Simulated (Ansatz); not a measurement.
## Single-point calculation of InH4O2F

The run: single-point calculation of InH4O2F. Method and program: RKS PBE0-D4/def2-TZVPP (Ansatz 0.2.0).

The geometry is the reactant side of a reaction. The reaction was set up to form In1–F6 and H2–H5 and to break In1–H2 and H5–F6 (atoms counted from 1 in the order of the input); sticks are drawn by distance alone. The geometry comes from this level: PBE0-D4/def2-TZVP.

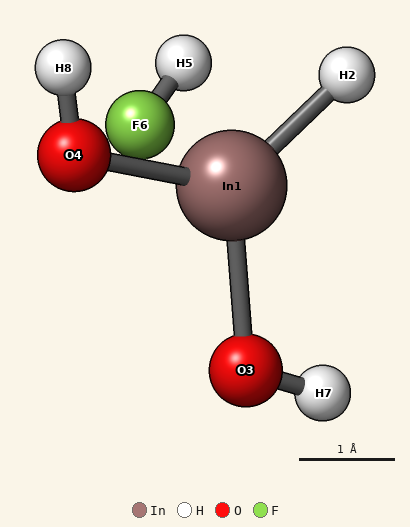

*The structure (ball-and-stick view, seen at an oblique angle; atoms are numbered from 1 in the order of the input). Sticks mark near contacts.*

**Key numbers**

| quantity | value |
| --- | --- |
| outcome | converged |
| total energy | −12046.9762 eV |
| mean-field energy | −12046.8817 eV |
| dispersion energy | −0.0945 eV |
| SCF solution under orbital rotations | stable |
| HOMO | −7.95 eV |
| LUMO | −0.71 eV |
| hardware | 4 threads of Arm Neoverse V1, 23 GiB of memory available, shared host |
| wall time | 1.8 s (CPU time 6.3 s) |
| peak memory | 0.43 GiB |

**Input file**
```yaml
crystal:
  periodic: [false, false, false]
  atoms:
    - {symbol: In, position_ang: [-0.137119, -0.503725, -0.351873]}
    - {symbol: H, position_ang: [1.310592, -1.373904, -0.067489]}
    - {symbol: O, position_ang: [-0.488539, 0.676659, -1.901052]}
    - {symbol: O, position_ang: [-1.833660, -0.731526, 0.641488]}
    - {symbol: H, position_ang: [1.728683, 1.146339, 1.552254]}
    - {symbol: F, position_ang: [0.891321, 1.325964, 1.204707]}
    - {symbol: H, position_ang: [0.281313, 0.795003, -2.460746]}
    - {symbol: H, position_ang: [-1.752591, -1.334810, 1.382711]}
basis:
  gaussian: {orbitals: def2-TZVPP}
hamiltonian: {xc: pbe0, dispersion: d4}
output: {orbitals: {seedname: orbitals}}
```

Launched with:
```bash
ansatz run in.yaml --threads 4 --pin off --events-out ev --progress --plain --max-ram 9574MiB
```

**Log**
```
Functional definition: PBE0
  name "PBE0"
  cite "Adamo & Barone, J. Chem. Phys. 110, 6158 (1999) doi:10.1063/1.478522"
  cite "Perdew, Burke & Ernzerhof, Phys. Rev. Lett. 77, 3865 (1996) doi:10.1103/PhysRevLett.77.3865"
  parent pbe
  parameter a = 0.25
  parameter kappa = 0.804
  parameter beta = 0.06672455060314922
  exchange = (1 - a)*pbe_x(kappa = kappa, mu = beta*pi^2/3) + a*exact_x
  correlation = pbe_c(beta = beta)
1175 factors; their error is unknown
mean field evaluation 1: about -12033.8785 eV, gradient 8.9e1 eV
mean field evaluation 2: about -11964.9724 eV, gradient 2.0e2 eV
mean field evaluation 4: about -12046.6148 eV, gradient 1.3e1 eV
mean field evaluation 8: about -12046.8151 eV, gradient 1.3e-1 eV
mean field evaluation 16: about -12046.8816 eV, gradient 2.3e-4 eV
mean field -12046.88161518 eV, -442.7147336882 hartree, gradient 4.0e-5 eV, S^2 0.000000; 0 other end points of the search recorded, 0 dependent functions left out
reference -12046.88166200 eV, -442.7147354090 hartree; 25, 25 occupied and 174, 174 virtual orbitals, 1175 factors
Total energy: -12046.97621194 eV, -442.7182100552 hartree
```

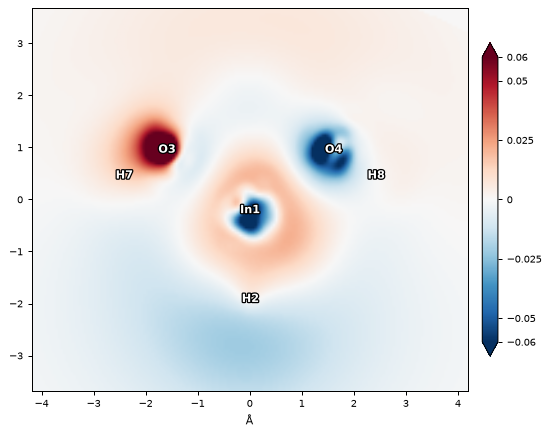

*One frontier orbital on the plane of atoms In1, O4 and H8 (values in Å⁻³ᐟ²; the overall sign is arbitrary).*

The LUMO, at −0.71 eV. It lies mainly on In1 (45 %), H5 (30 %) and F6 (15 %).

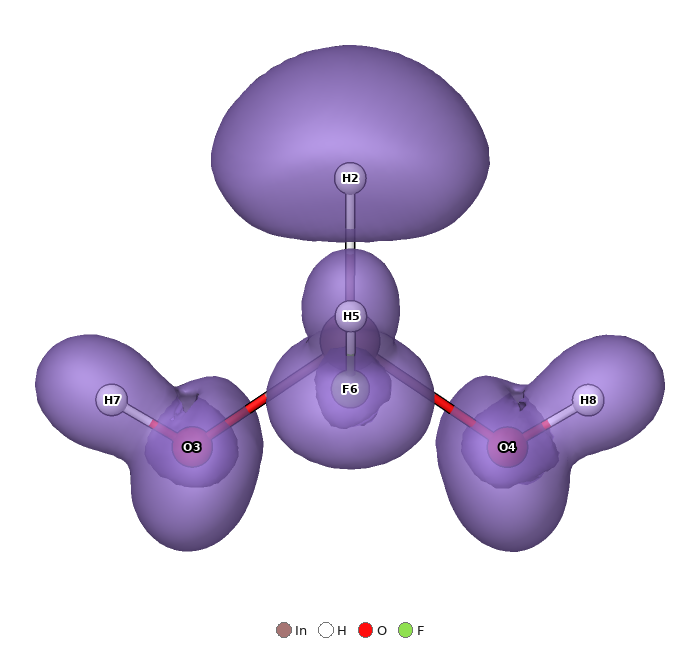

*Isosurface of the ELF at 0.75 (purple), seen from the side. Only the valence region is drawn (cores and ρ < 0.01 e/Å³ removed).*

Along the contacts the grid gives the following. In1···F6 (2.61 Å): the ELF is only about 0.05 between them. In–O (1.98 Å): the ELF peaks at about 0.85 in the valence shell of O, 0.6 Å from its nucleus, and drops to about 0.15 between the two atoms.

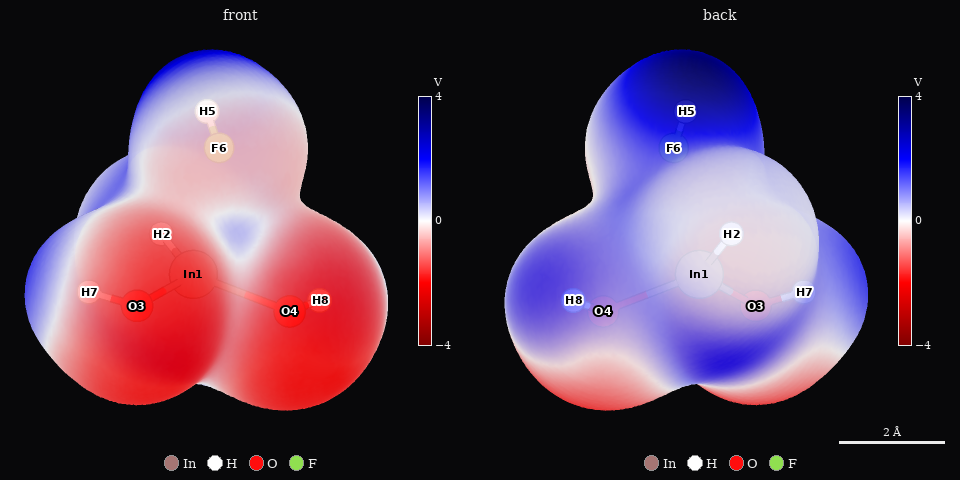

*The molecular electrostatic potential painted on the density surface at 0.001 e/bohr³, seen at a tilt and from behind; the colour scale runs from red (negative) to blue (positive).*

A positive charge is drawn to the negative regions and a negative charge to the positive ones.

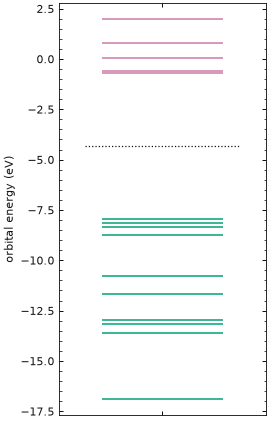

*Orbital energies near the frontier; the dotted line parts filled from empty levels, and levels within 0.02 eV of each other stand side by side.*

Highest filled −7.95 eV, lowest empty −0.71 eV, 7.24 eV apart.
